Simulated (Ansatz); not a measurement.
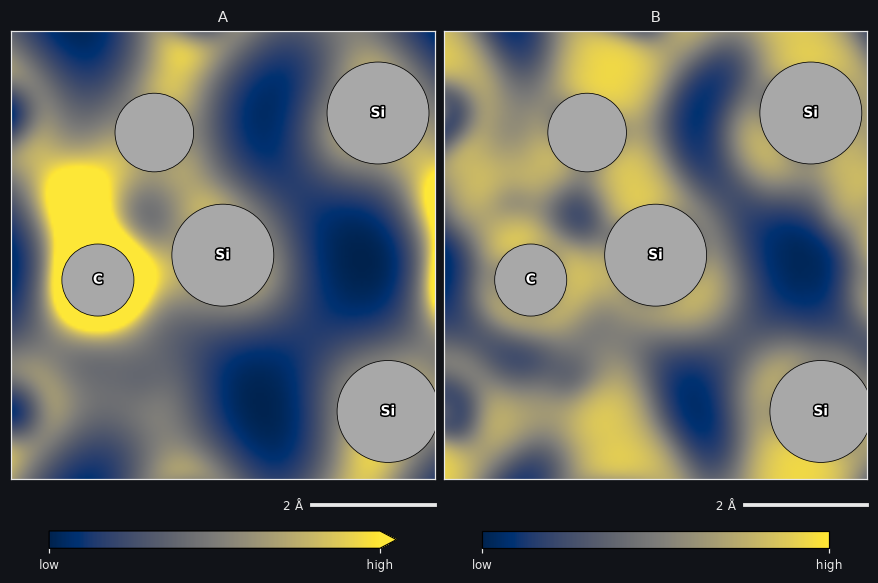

Si$_{2}$C: 2 fields on the (101) plane of the conventional cell, with unlabelled colour scales. Grey discs cover the atomic cores.

Space group P3₁12; a structure generated by program, which may or may not match a known phase.

Theory: DFT PBE, scalar-relativistic, plane waves, PAW (Ansatz 0.2.0).

```
Si C
1.0
     6.21688    0.00000    0.00000
    -3.10844    5.38398    0.00000
     0.00000    0.00000    3.84318
Si C
6 3
Direct
  0.27172 0.31576 0.40475
  0.68424 0.95596 0.73808
  0.04404 0.72828 0.07141
  0.68424 0.72828 0.26192
  0.04404 0.31576 0.92859
  0.27172 0.95596 0.59525
  0.62794 0.37206 0.33333
  0.62794 0.25588 0.66667
  0.74412 0.37206 0.00000
```

**The panels show electron localisation function and valence pseudo-density in some order. Assign them.**

Panel A: valence pseudo-density. Panel B: electron localisation function. From the grid: Si–C (2.08 Å): the density is about 0.59 e/Å³ at the midpoint; the ELF peaks at about 0.80 between the atoms.
